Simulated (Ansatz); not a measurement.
# Lattice dynamics of SiTe2 monolayer (1T)

Aim: the phonons of SiTe2 monolayer (1T) at a cell relaxed beforehand at this level. After the zone centre comes a 6×6×1 q mesh on a 18×18×1 k mesh.

Method: DFT LDA, scalar-relativistic, plane waves, PAW; PAW set soft_1, in Ansatz 0.2.0.

### Step 1. Starting point

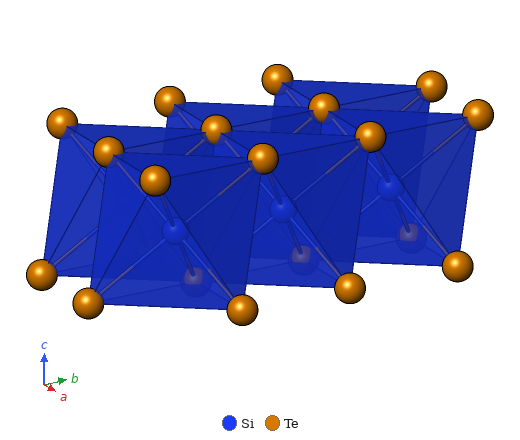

The cell as given, slightly off an axis (silicon blue, tellurium orange). 1×2×1 cells are drawn. Some periodic images of atoms are drawn too.

The cell holds 3 atoms: 1 Si and 2 Te. Cell: a = 3.714 Å, b = 3.714 Å, c = 30.424 Å, α = 90.0°, β = 90.0°, γ = 120.0°. Vacuum lies along c.

### Step 2. Zone-centre response

The cell comes from relaxations at this level that are not shown. The zone centre comes first: it holds the modes that light can see, as far as symmetry allows. No field response is asked, since the mesh shows no gap.

File input.yaml:

```yaml
crystal:
  lattice:
    - [3.7141666697, 0.0, 0.0]
    - [-1.8570833348, 3.2165626898, 0.0]
    - [0.0, 0.0, 30.424]
  atoms:
    - { symbol: Si, position: [0.0, 0.0, 0.328687878] }
    - { symbol: Te, position: [0.3333333333, 0.6666666667, 0.3816225242] }
    - { symbol: Te, position: [0.6666666667, 0.3333333333, 0.2757532318] }
  periodic: [true, true, false]
kpoints:
  mp_grid: { grid: [18, 18, 1] }
hamiltonian:
  xc: lda
  pseudopotentials: { kind: paw, azcp: { folder: soft_1 }, xc_functional: pbe }
scf:
  occupations: { method: methfessel_paxton, width: 0.2 }
output:
  eigenvalues: true
phonons:
  method: dfpt
```

The run is started by

```
ansatz run input.yaml --threads 8 --pin off --max-ram 16384MiB --backend cpu --events-out ev --progress --plain --runs-dir out
```

Numbers of over 12 decimals in the logs are rounded to 6 here.

The program printed:

```text
Warning: crystal.symmetry: narrowed to the stabiliser of the run's FFT grids — unitary ops 12 → 6. A phonons.method: dfpt run fills in the rows of the dynamical matrix that it does not solve by its symmetry operations, which is exact only for operations that map its FFT grids onto themselves: filled in by any other, the frequencies could depend on the order in which like atoms are typed, or, by more than the grids' own error, on where the crystal sits among the grids' points. Excluded: 6 operations. The run can therefore solve more perturbations, solve them on more k-points, or both, and cost more. [rest of the remark cut]
Engine: ansatz 0.2.0, aarch64-unknown-linux-gnu
Pseudopotentials: kind: paw
Pseudopotential: Si, paw, valence charge 4, recommended cutoff 420 eV (normal), soft_1/Si.paw.azcp
Pseudopotential: Te, paw, valence charge 16, recommended cutoff 420 eV (normal), soft_1/Te.paw.azcp
Functional definition: SPW92
  exchange = slater_x
  correlation = pw_c
Crystal: 3 atoms, lattice volume = 363.471 Å³
Basis set: ecut = 420 eV, 7121 PW (Γ), exchange–correlation on 50×50×432 points (8 copies of the dense FFT grid, shifted against one another)
Bands: 22, of which v1, the nominal top of the filled ones, is band 18 counted from 1 (17 counted from 0)
Symmetry: 12 space group operations
k-points: 91 of 324 (irreducible under 2 space group operations, time reversal used)
Non-local potential: Si, projectors of the file, l = 0: 2, l = 1: 2, l = 2: 1
Non-local potential: Te, projectors of the file, l = 0: 2, l = 1: 2, l = 2: 2, l = 3: 1
PAW form: soft (Blöchl's): semilocal exchange-correlation on the pseudo side does not see the compensation charge
PAW frozen core: Si, regenerated for the run's functional, and the local potential with it (the file was generated under x = pbe(κ = 0.804, μ = 0.219515), c = pbe(β = 0.066725))
PAW frozen core: Te, regenerated for the run's functional, and the local potential with it (the file was generated under x = pbe(κ = 0.804, μ = 0.219515), c = pbe(β = 0.066725))
PAW one-centre angular grid: Si, 110 points (default); XC on 64 Gauss nodes
PAW one-centre angular grid: Te, 590 points (default); XC on 64 Gauss nodes
Initial density: superposition of atomic densities (neutral atoms: chi_scale 0, normalization atom)
Initial wavefunctions: pseudopotential atomic-orbital guess
Functional: x = slater, c = lda
iter 1 solved again at ethr=1.69e-3 eV; its pass at ethr=3.10e-3 eV (dr2=6.10e-1 eV) is discarded
SCF iter   1: F=—  HF=-14263.107104 eV  |F-HF|=—  |Δ(HF+E_count)|=         —  Δρ=9.76e-3  dr2=6.28e-1  ethr=1.69e-3  ⟨swp⟩=1.6  Hψ=20443  notcnv=0
preconditioner: auto → LDOS  [metal: Δε(μ)=0.073 eV  Ē_g=8.673 eV  σ=0.200 eV  W_gap=0.30  n_scr=16 (ndim 8)  ℏωp=7.8 eV  f_vac=0.746  D(μ)=1.36/eV (n_scr^D=6)  β→1.0]
SCF iter   2: F=—  HF=-14263.038773 eV  |F-HF|=—  |Δ(HF+E_count)|=   6.83e-2  S|Δr|=    0.00e0  Δρ=4.61e-3  dr2=3.44e-1  ethr=1.69e-3  ⟨swp⟩=5.2  Hψ=6099  notcnv=0
SCF iter   3: F=—  HF=-14262.975480 eV  |F-HF|=—  |Δ(HF+E_count)|=   6.33e-2  S|Δr|=    0.00e0  Δρ=1.90e-3  dr2=3.17e-2  ethr=9.56e-4  ⟨swp⟩=4.2  Hψ=5881  notcnv=0
SCF iter   4: F=—  HF=-14262.968265 eV  |F-HF|=—  |Δ(HF+E_count)|=   7.22e-3  S|Δr|=    0.00e0  Δρ=2.44e-4  dr2=6.65e-4  ethr=8.81e-5  ⟨swp⟩=3.8  Hψ=4469  notcnv=0
SCF iter   5: F=—  HF=-14262.968139 eV  |F-HF|=—  |Δ(HF+E_count)|=   1.27e-4  S|Δr|=    0.00e0  Δρ=7.22e-5  dr2=2.94e-5  ethr=1.85e-6  ⟨swp⟩=3.6  Hψ=3936  notcnv=0
SCF iter   6: F=—  HF=-14262.968135 eV  |F-HF|=—  |Δ(HF+E_count)|=   3.43e-6  S|Δr|=    0.00e0  Δρ=1.11e-5  dr2=2.74e-7  ethr=8.16e-8  ⟨swp⟩=3.5  Hψ=4880  notcnv=0
SCF iter   7: F=—  HF=-14262.968180 eV  |F-HF|=—  |Δ(HF+E_count)|=   4.48e-5  S|Δr|=    0.00e0  Δρ=1.44e-6  dr2=7.17e-9  ethr=7.60e-10  ⟨swp⟩=3.8  Hψ=4762  notcnv=0
SCF iter   8: F=—  HF=-14262.968180 eV  |F-HF|=—  |Δ(HF+E_count)|=   3.46e-8  S|Δr|=    0.00e0  Δρ=2.77e-7  dr2=1.92e-10  ethr=1.99e-11  ⟨swp⟩=3.4  Hψ=4536  notcnv=0
SCF iter   9: F=-14262.968180 eV  HF=-14262.968180 eV  |F-HF|=3.33e-10  |Δ(HF+E_count)|=   3.16e-9  S|Δr|=    0.00e0  Δρ=5.33e-8  dr2=9.77e-12  ethr=1.00e-12  ⟨swp⟩=18.1  Hψ=18408  notcnv=0
SCF 1 converged in 9 iterations: F = -14262.968180 eV  dr2 = 9.77e-12
  greatest PAW one-centre occupation: 0.999 electrons in one spin orbital (limit 2), on the Te atom at site 2 (counted from 0), in its partial waves of l = 2
DFPT response loops at Γ: preconditioner auto → none (partly filled bands, converged f_vac=0.750); β = 0.50; Broyden in place of MSR1
SCF converged after 9 iterations
Stability not checked: this state was not tested for a lower state beside it, because cold or Methfessel-Paxton smearing, or corrected tetrahedra, fill the levels in a way that the test cannot read (fill_not_monotonic; see scf.lower_state_search)
Free energy (F): -14262.968180 eV
Harris-Foulkes:  -14262.968180 eV  (|F-HF|=3.33e-10)
Internal energy: -14262.968169 eV  (E = F + TS)
E sigma→0 (E₀):  -14262.968177 eV
Entropy (-TS):   -0.000011 eV (-0.004 meV/atom)
Fermi energy:    -4.994594 eV
--- Per-component energies (eV) ---
  E_band       = -997.621701
  E_kinetic    = 389.928507
  E_local      = -59781.578796  (includes V_loc(G=0)·N_el)
  E_nonlocal   = 165.746396
  E_hartree    = 29640.773496
  E_xc         = -300.807425
  E_vxc        = -254.263525  (∫ρ·V_xc dr)
  E_paw        = -9522.374396  (= ΣΔE_a)
  E_vpaw       = -799.001074  (= ΣTr[D̂ρ^β])
  E_aug_tail   = 0.000183  (compensation charges beyond the density's cutoff)
  E_ewald      = 25143.902253
  E_core_change = 1.441615  (= ΣΔE_core)
  E_smearing   = -0.000011  (= −TS)
  E_closure    = 0.000000  (closes the sum)
  Σ components = -14262.968180   (vs F -14262.968180, Δ=0.00e0)
--- Band table (eV; the first three rows and the last of 91) ---
  k-point 0: bands = [... 14 lower, -5.5065, -5.5065, -4.9140, -4.9140, -3.4887, -1.7652, -1.6097, -1.6097]
  k-point 1: bands = [... 14 lower, -6.0359, -5.7168, -5.1365, -4.8012, -3.1656, -1.7944 (-1.7944°), -1.5617, -1.4456]
  k-point 2: bands = [... 14 lower, -6.9419, -6.1043, -5.7534, -4.7037, -2.8505, -1.9901, -1.4013, -0.8885]
  k-point 90: bands = [... 14 lower, -9.1422, -8.3903, -7.1774, -5.9879, -3.9456, -1.9603, -0.4249, 0.1088]
  ° read free of the cell's end (the report's vacuum.weakly_bound_levels)
--- Phonons (Γ-DFPT): 6 representative perturbations + reference, on 91 of 324 k-points (Σ response iterations 22) ---
  ASR residual: 1.295e-4 → 0.000e0 eV/Å²; symmetrization residual: 1.104e-5 eV/Å²
  The last average, over the group as it would stand without the narrowing to the FFT grids, took up to 6.491e-7 eV/Å² of the zone centre's force constants
  ASR residual per site (eV/Å²): 9.24e-6 1.29e-4 1.30e-4
  Γ frequencies (cm⁻¹): 0.00 0.00 0.00 84.23 84.23 148.72 205.39 205.39 302.58
  non-analytic LO–TO correction: not included (Born effective charges unavailable; polar crystals: no LO–TO splitting at Γ)
```

Wall time 74 s (8 threads of Arm Neoverse V1, shared host); peak memory 2.4 GiB.

In the SCF lines HF is the Harris–Foulkes energy and dr2 the Hartree energy of the density residual, in eV; the loop may stop once dr2 is under the threshold and the program's other checks hold. Hψ counts applications of the Hamiltonian.

Numbers from this step:

* gap on the k-mesh: 0 eV
* sum-rule residual before enforcement: 1.30e-4 eV/Å²
* point group: -3m
* area per atom: 3.982 Å²
* highest optical mode at the zone centre (no LO-TO term): 302.6 cm⁻¹
* lowest optical zone-centre mode: 84.23 cm⁻¹

Patterns of degenerate modes are one choice out of their space. The modes at Γ (shares of kinetic energy by element, %):

```csv
mode,frequency (cm⁻¹),symmetry,Si %,Te %
1,0.0,acoustic,10,90
2,0.0,acoustic,10,90
3,0.0,acoustic,10,90
4,84.2,Eg,0,100
5,84.2,Eg,0,100
6,148.7,A1g,0,100
7,205.4,Eu,90,10
8,205.4,Eu,90,10
9,302.6,A2u,90,10
```

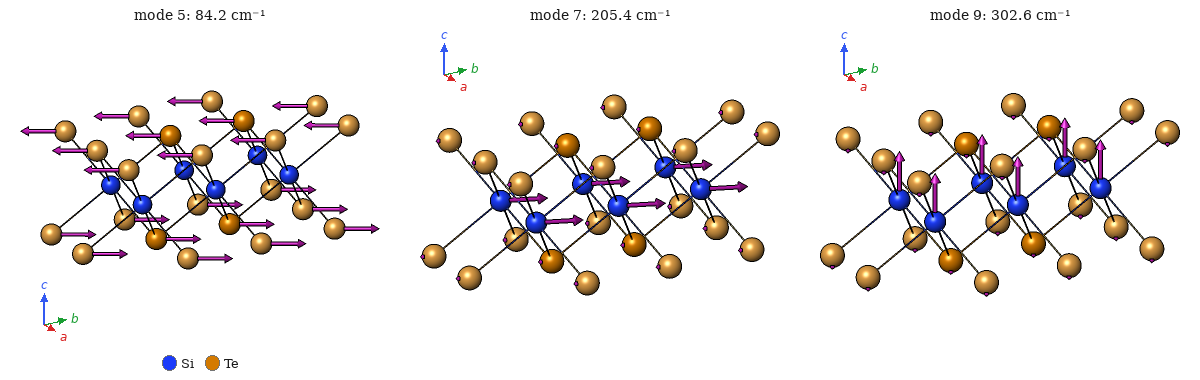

Displacement patterns of modes 5, 7 and 9 at Γ; arrows are exaggerated. 1×2×1 cells are drawn. Some periodic images of atoms are drawn too.

Before it was imposed, the acoustic sum rule was missed by 1.3e-4 eV/Å². Small misses are needed for a sound result but don't prove that mesh and cutoff are converged. The lowest optical mode is real, 84.2 cm⁻¹.

### Step 3. Phonons on a q mesh

Stability and thermal properties need the whole zone. Linear response on a 6×6×1 q mesh gives force constants as far as a supercell of that size would.

input.yaml, as its differences from that of step 2:

```diff
@@ -21 +21,10 @@
   method: dfpt
+  qmesh: [6, 6, 1]
+  temperatures: { t_max: 1000, t_step: 50 }
+  qpath:
+    path:
+      - [0.0, 0.0, 0.0]
+      - [0.5, 0.0, 0.0]
+      - [0.33333333, 0.33333333, 0.0]
+      - [0.0, 0.0, 0.0]
+    npoints: 10
```

The program printed:

```text
[...]
Crystal: 3 atoms, lattice volume = 363.471 Å³
Basis set: ecut = 420 eV, 7121 PW (Γ), exchange–correlation on 50×50×432 points (8 copies of the dense FFT grid, shifted against one another)
Bands: 22, of which v1, the nominal top of the filled ones, is band 18 counted from 1 (17 counted from 0)
Symmetry: 12 space group operations
k-points: 37 of 324 (irreducible under 6 space group operations, time reversal used)
[...]
SCF iter  10: F=-14262.968180 eV  HF=-14262.968180 eV  |F-HF|=5.09e-11  |Δ(HF+E_count)|=  1.98e-10  S|Δr|=    0.00e0  Δρ=1.17e-8  dr2=4.20e-13  ethr=1.00e-12  ⟨swp⟩=8.8  Hψ=4535  notcnv=0
SCF 1 converged in 10 iterations: F = -14262.968180 eV  dr2 = 4.20e-13
[...]
phonons: the bands overlap, so this run is a metal and interpolates without the dipole-dipole term. If the crystal is really an insulator or semiconductor, its LO-TO splitting is missing
NSCF: frozen V_eff on 37 k-points
WARN: eigensolver did not converge in 11 slots of this pass, the one above among them; of largest residual over every band (k=4): 1 band(s) unlocked (lowest unlocked band 21, counted from 0; max residual 3.00e-4 eV among the unlocked bands, 3.00e-4 eV over every band); of lowest unlocked band (k=2): band 21
[...]
DFPT response loops at q = (0, 0, 0) (fractional): preconditioner auto → none (partly filled bands, converged f_vac=0.750); β = 0.50; Broyden in place of MSR1
[...]
SCF converged after 10 iterations
[...]
Free energy (F): -14262.968180 eV
[...]
Internal energy: -14262.968169 eV  (E = F + TS)
E sigma→0 (E₀):  -14262.968177 eV
Entropy (-TS):   -0.000011 eV (-0.004 meV/atom)
Fermi energy:    -4.994592 eV
[...]
--- Band table (eV; the first three rows and the last of 37) ---
  k-point 0: bands = [... 14 lower, -5.5065, -5.5065, -4.9140, -4.9140, -3.4887, -1.7652, -1.6097, -1.6097]
  k-point 1: bands = [... 14 lower, -6.0359, -5.7168, -5.1365, -4.8012, -3.1656, -1.7944 (-1.7944°), -1.5617, -1.4456]
  k-point 2: bands = [... 14 lower, -6.9419, -6.1043, -5.7534, -4.7037, -2.8505, -1.9901, -1.4013, -0.8885]
  k-point 36: bands = [... 14 lower, -9.6887, -9.5333, -6.5323, -6.5323, -4.4315, -0.9570, -0.9570, -0.4121]
  ° read free of the cell's end (the report's vacuum.weakly_bound_levels)
--- Phonons (Γ-DFPT): 6 representative perturbations + reference (Σ response iterations 22) ---
  ASR residual: 3.090e-5 → 0.000e0 eV/Å²; symmetrization residual: 8.708e-6 eV/Å²
[...]
ASR residual per site (eV/Å²): 3.09e-5 2.29e-5 2.26e-5
  Γ frequencies (cm⁻¹): 0.00 0.00 0.00 84.23 84.23 148.72 205.39 205.39 302.58
--- Phonons (arbitrary-q DFPT): 7 irreducible q on the 6×6×1 mesh ---
  q = [0.0000, 0.0000, 0.0000] (star 1, of the zone-centre solve; hermiticity 2.04e-6, symmetrization 4.05e-11, taken by the last average 1.06e-7): -0.00 -0.00 0.00 84.23 84.23 148.72 205.39 205.39 302.58
  q = [0.0000, 0.1667, 0.0000] (star 6, 9 solved perturbations on 171 of 324 k-point pairs; hermiticity 2.51e-6, symmetrization 1.69e-10, taken by the last average 1.77e-7): 11.66 30.95 61.75 86.90 103.00 139.96 219.77 244.03 275.38
[...]
q = [0.1667, 0.1667, 0.0000] (star 6, 6 solved perturbations in 1485 linear systems a pass and spin channel, the states on 324 of 324 k-point pairs; hermiticity 5.39e-7, symmetrization 1.30e-10, taken by the last average 2.25e-7): 31.89 64.59 85.39 101.57 110.20 130.79 230.77 264.76 281.40
[...]
sum rule: each row above includes the acoustic sum rule's correction from the zone centre's row sums; it moved no ω² by more than (0.55 cm⁻¹)²
  mesh force constants: q→R imaginary residual 2.48e-18; ASR residual 3.090e-5 → 0.000e0 eV/Å²; symmetrization residual 2.665e-15 eV/Å²
  interpolated dispersion: 31 rows × 9 modes
  density of states and harmonic sums: on the 24×24×1 q-mesh, interpolated from the force constants of a 6×6×1 supercell (no non-analytic term)
  largest difference from the sums on the solved wave vectors: F 3.01e-2 eV, S 3.68e-5 and C_V 6.73e-6 eV/K
  zero-point energy: 0.080645 eV/cell   skipped modes (ω ≤ 0): 3   left out of the sums: 5.79e-4 of the cell's modes: C_V's classical limit lies that fraction below 3 k_B per atom; for a crystal, a wire or a layer, F and S can be off by more, and a phonons.interpolated_qmesh denser along its periods is the remedy for the sampling
```

Run time: 18 min. Hardware: 8 threads; peak memory 5.3 GiB; 2.3 h of CPU time.

This step gave:

```
sum-rule residual before enforcement                       : 3.09e-5 eV/Å²
lowest frequency on the path                               : 0 cm⁻¹
highest frequency on the path or at a solved wavevector    : 316.2 cm⁻¹
mean frequency                                             : 144.7 cm⁻¹
lowest mode on the q mesh (acoustic modes at Γ apart)      : 11.66 cm⁻¹
zero-point energy per atom                                 : 26.88 meV
heat capacity at 300 K                                     : 23.66 J/(mol atoms K)
vibrational entropy at 300 K                               : 40.21 J/(mol atoms K)
edges of the widest gap between branches, on path and mesh : 148.7, 205.4 cm⁻¹
```

Frequencies (cm⁻¹) solved at each irreducible wavevector; negative means imaginary. Frequencies by wavevector, by row:

```csv
q in reciprocal lattice units,star,mode 1,mode 2,mode 3,mode 4,mode 5,mode 6,mode 7,mode 8,mode 9
0 0 0,1,0,0,0,84.2,84.2,148.7,205.4,205.4,302.6
0 0.1667 0,6,11.7,30.9,61.8,86.9,103,140,219.8,244,275.4
0 0.3333 0,6,43.8,47.2,78.5,89.7,114.8,128,231.7,251.8,296.9
0 -0.5 0,3,52.4,67.4,85.7,101.6,115.7,122.6,239.5,248.7,316.2
0.1667 0.1667 0,6,31.9,64.6,85.4,101.6,110.2,130.8,230.8,264.8,281.4
0.1667 0.3333 0,12,56.5,82.1,97,105.5,113.3,119,240.3,252.2,302.9
0.3333 0.3333 0,2,53.8,101.9,104.8,104.8,109.2,109.2,226.3,282.6,282.6
```

Interpolated from a 6×6×1 q mesh. Phonon branches along the path, in cm⁻¹:

```csv
point,branch 1,branch 2,branch 3,branch 4,branch 5,branch 6,branch 7,branch 8,branch 9
Γ,0,0,0,84,84,149,205,205,303
M,52,67,86,102,116,123,240,249,316
K,54,102,105,105,109,109,226,283,283
Γ,0,0,0,84,84,149,205,205,303
```

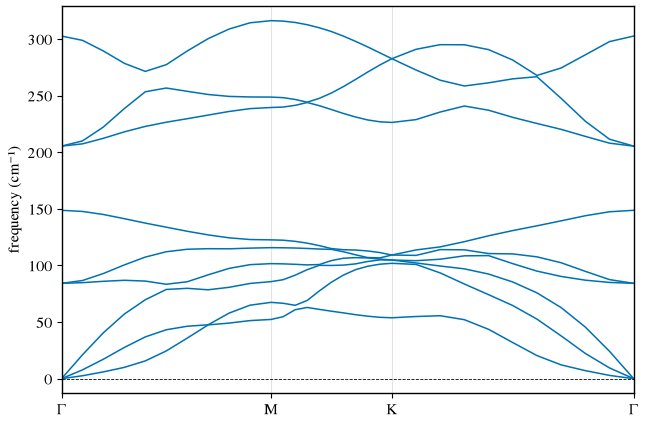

Phonon branches along the path.

[end of part 1 of 2]

[Logs are printed without paths, hosts, clocks, repeated set-up lines and the standing remarks that a program may print on its own settings, such as how far it seeks lower states.]

[Hosts, paths, dates, database ids (printed as entryN), source tags and the programs' standing remarks are cut or masked in the printed files.]
